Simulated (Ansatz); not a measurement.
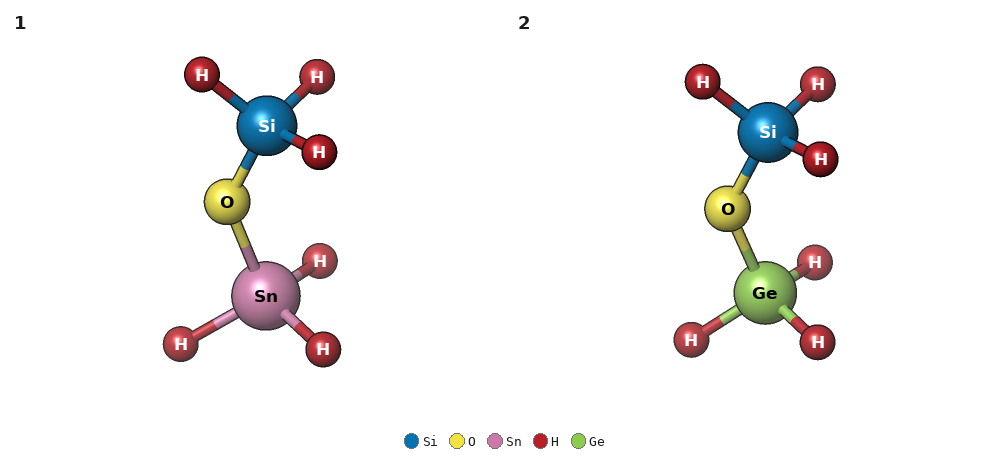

2 molecules with one skeleton, seen from the same side and at one scale. Charge 0, singlet. Computed geometries: PBE0-D4/def2-TZVP optimisations, one conformation each. Properties computed with Ansatz 0.2.0. Elements past Kr carry core potentials.

One atom differs, called X below: Sn in panel 1, Ge in panel 2. Their formulas are H6OSiSn (`[SiH3][O][SnH3]`), GeH6OSi (`[SiH3][O][GeH3]`).

In which is the mean length of X–H larger (PBE0-D4/def2-TZVP)?

In panel 1 (X = Sn).

In which is the HOMO–LUMO gap larger (PBE-D4/def2-TZVPP)?

In panel 2 (X = Ge).

Give the values. With PBE0-D4/def2-TZVP: mean length of X–H (Å), length of X–O (Å), mean angle O–X–H (°), harmonic zero-point energy (kJ/mol). With PBE-D4/def2-TZVPP: dipole moment (D), HOMO energy (Kohn–Sham orbital) (eV), HOMO–LUMO gap (eV).

```csv
quantity,1 (Sn),2 (Ge),2 − 1
mean length of X–H (Å),1.703,1.536,−0.167
length of X–O (Å),1.963,1.776,−0.187
mean angle O–X–H (°),105.7,107.4,+1.7
dipole moment (D),1.99,1.21,−0.78
HOMO energy (Kohn–Sham orbital) (eV),−6.82,−7.02,−0.20
HOMO–LUMO gap (eV),5.24,5.89,+0.65
harmonic zero-point energy (kJ/mol),129.3,138.5,+9.2
```
